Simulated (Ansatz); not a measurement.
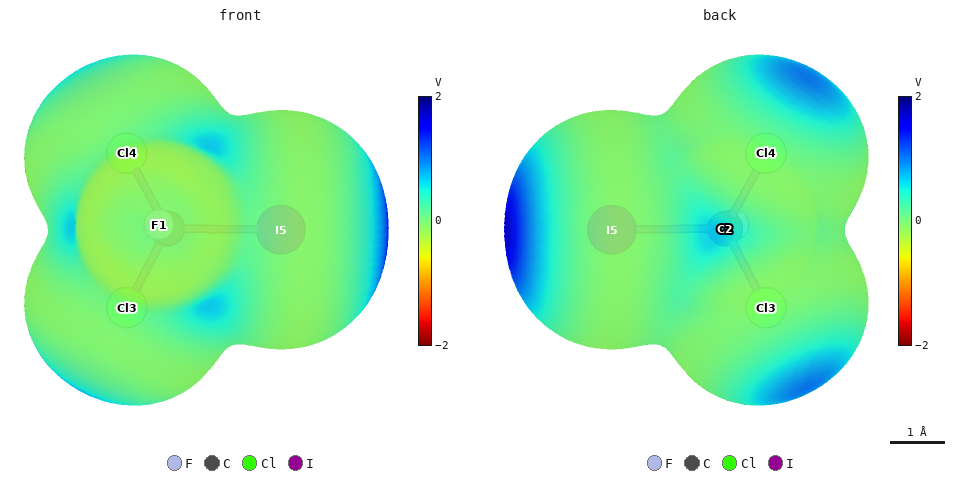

Figure. CCl2FI. The electrostatic potential painted on the density surface at 0.002 e/bohr³, seen from the front and from behind; the colour scale runs from red (negative) to blue (positive).

Geometry: PBE0-D4/def2-TZVP; core potentials replace the inner electrons of I.

Theory: Ansatz, RKS PBE0-D4/def2-TZVPP.

```
atom    x (Å)    y (Å)    z (Å)
   F   0.0271   0.3018   1.3830
   C  -0.0346  -0.0495   0.0967
  Cl   0.5499  -1.6986  -0.0611
  Cl  -1.7053   0.0641  -0.4344
   I   1.2127   1.3086  -1.0257
```

Describe the electrostatic potential map.

The most negative region (about −0.2 V) lies over F1, the most positive (about +1.6 V, or +37 kcal/mol for a unit charge) over I5. Cl3 shows a σ-hole: about +1.1 V, or +25 kcal/mol for a unit charge at the tip opposite its bond, against about −0.1 V on its flanks. Cl4 shows a σ-hole: about +1.0 V, or +23 kcal/mol for a unit charge at the tip opposite its bond, against about −0.1 V on its flanks. I5 shows a σ-hole: about +1.6 V, or +37 kcal/mol for a unit charge at the tip opposite its bond, against about −0.1 V on its flanks.
